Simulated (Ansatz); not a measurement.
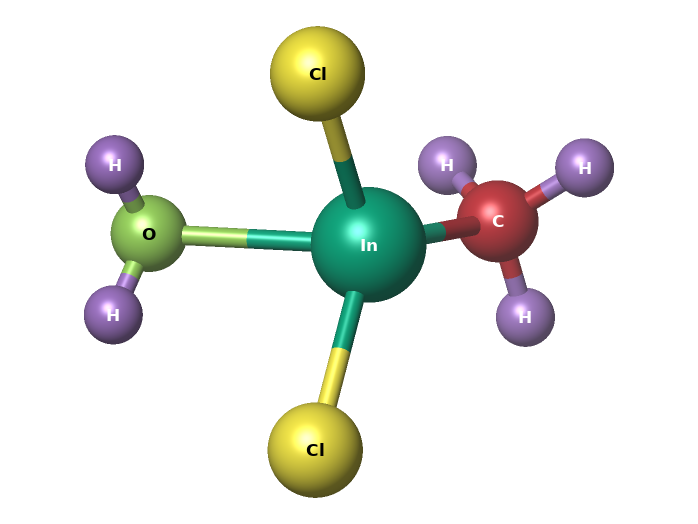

Rendered structure (ball-and-stick style). Every bond is drawn as one stick, whatever its order.

Give the formula.

Answer. CH5Cl2InO, 10 atoms: 1 carbon, 5 hydrogen, 2 chlorine, 1 indium and 1 oxygen.

What is its SMILES?

Answer. [CH3][In-]([OH2+])([Cl])[Cl]

More results for the same structure follow; atom numbers are the same in all pictures, views and colours differ. The geometry was computed by an optimisation with PBE0-D4/def2-TZVP.

**Geometry**

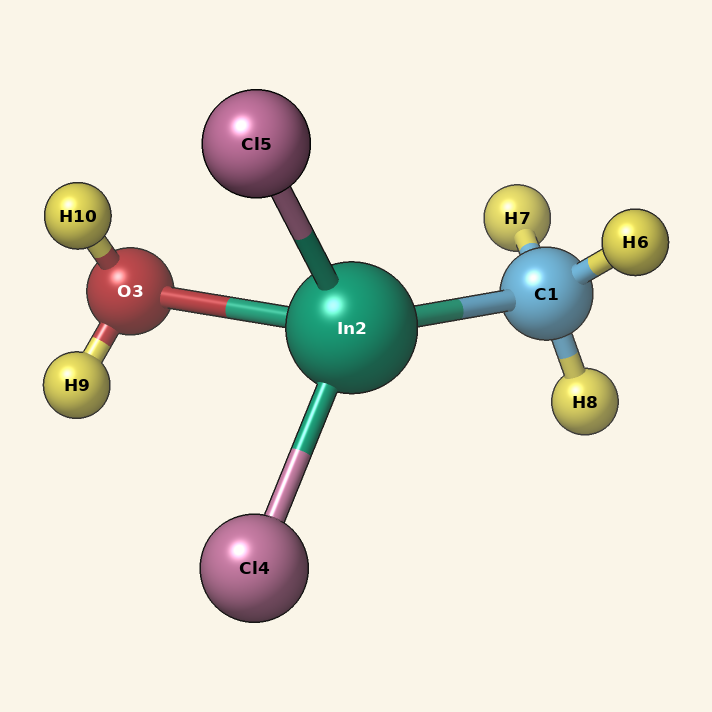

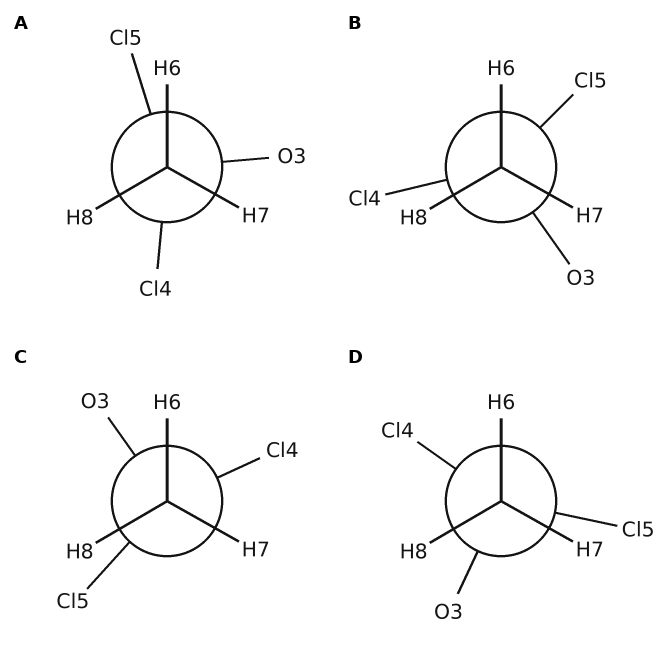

Atoms fade into the background with distance from the viewer. Bonds that would overlap in a projection are set slightly apart.

Which Newman projection shows the view along C1–In2, with C1 in front?

Answer. B. The torsion angle H6–C1–In2–Cl4 is −115°, anticlinal.

**Electronic properties**

Properties computed with RKS B3LYP-D4/def2-TZVPP, core potentials on In (Ansatz 0.2.0).

Estimate the dispersion correction.

Answer. −36.9 kJ/mol.

Estimate the dipole moment.

Answer. 3.17 D.

Estimate the LUMO energy (Kohn–Sham orbital).

Answer. −1.31 eV.

Estimate the HOMO energy (Kohn–Sham orbital).

Answer. −7.97 eV.

**Vibrations**

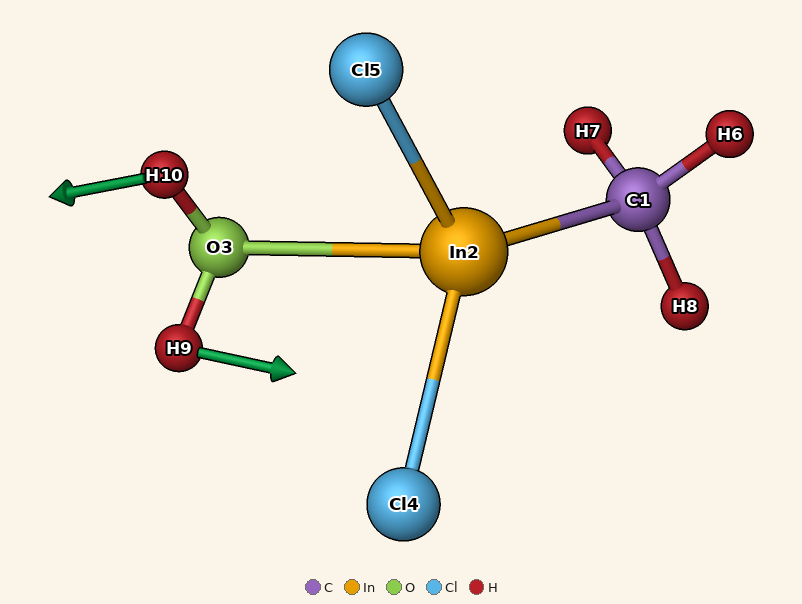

The arrows show one normal mode. Harmonic vibrations computed with RKS PBE0-D4/def2-TZVP, core potentials on In (Ansatz 0.2.0) at a stationary point of the same level.

What kind of motion is it?

Answer. Mostly H–O–In bending.

Estimate its harmonic wavenumber.

Answer. 593 cm⁻¹; it is mode 13 of 24 counted from the lowest.

**Charges**

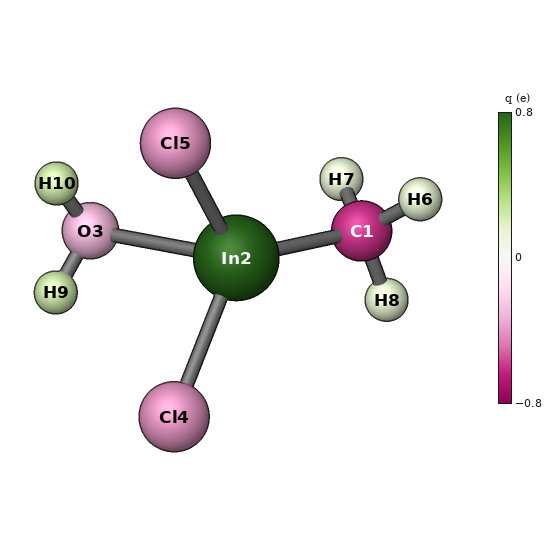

Atoms are coloured by their Mulliken charges. Method: RKS ωB97M-V/def2-TZVPP, core potentials on In (Ansatz 0.2.0).

Which atom carries the highest charge (most positive or least negative)?

Answer. In2 (0.79 e).

And the lowest?

Answer. C1 (−0.59 e).

Give the Mulliken charges atom by atom.

```csv
atom,value (e)
C1,−0.59
In2,0.79
O3,−0.32
Cl4,−0.39
Cl5,−0.39
H6,0.15
H7,0.14
H8,0.15
H9,0.23
H10,0.23
```

Mulliken values depend strongly on the basis set and can even reverse the polarity of a bond.
